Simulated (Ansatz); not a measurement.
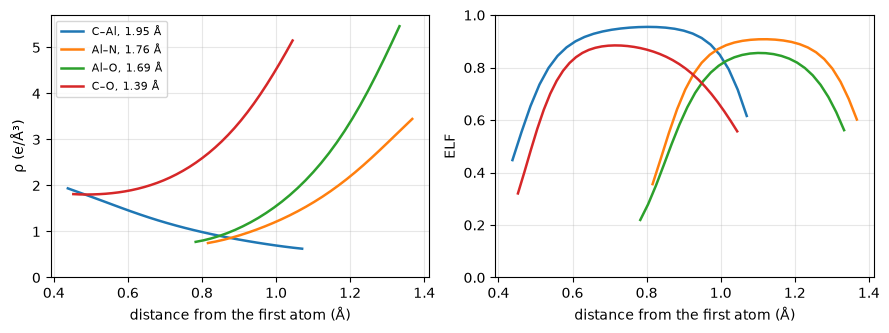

C₂H₈AlNO (SMILES C[O][Al]([CH3])[NH2]). Electron density and electron localisation function along straight lines between neighbouring atoms. The curves leave out the atomic cores.

Geometry: PBE0-D4/def2-TZVP.

Computed with RKS PBE0-D4/def2-TZVPP (Ansatz 0.2.0).

```yaml
atoms:
  - { symbol: C, position_ang: [-1.3846, 0.3075, -1.7803] }
  - { symbol: O, position_ang: [-1.1148, -0.4340, -0.6326] }
  - { symbol: Al, position_ang: [0.0975, -0.3836, 0.5479] }
  - { symbol: C, position_ang: [1.5410, 0.9202, 0.4886] }
  - { symbol: N, position_ang: [-0.0419, -1.5918, 1.8263] }
  - { symbol: H, position_ang: [-2.3704, 0.7812, -1.7069] }
  - { symbol: H, position_ang: [-0.6462, 1.1014, -1.9593] }
  - { symbol: H, position_ang: [-1.3938, -0.3428, -2.6627] }
  - { symbol: H, position_ang: [1.1546, 1.9437, 0.5158] }
  - { symbol: H, position_ang: [2.2315, 0.8061, 1.3282] }
  - { symbol: H, position_ang: [2.1239, 0.8276, -0.4329] }
  - { symbol: H, position_ang: [0.5981, -1.6906, 2.5963] }
  - { symbol: H, position_ang: [-0.7743, -2.2797, 1.8863] }
```

Q: What can be read from the curves?

A: C–Al (1.95 Å): ρ is about 0.73 e/Å³ halfway; the ELF peaks at about 0.95 between the atoms (a polar covalent bond).
Al–N (1.76 Å): ρ is about 0.87 e/Å³ halfway; the ELF peaks at about 0.90 in the valence shell of N, 0.6 Å from its nucleus, and is about 0.65 at the midpoint.
Al–O (1.69 Å): the density is about 0.9 e/Å³ at the midpoint; the ELF peaks at about 0.85 in the valence shell of O, 0.6 Å from its nucleus, and is about 0.45 at the midpoint.
C–O (1.39 Å): ρ at the midpoint is about 2.1 e/Å³, with its minimum of 1.8 e/Å³ about 0.5 Å from C; the ELF peaks at about 0.90 between the atoms, as expected for a shared but strongly polarised pair.
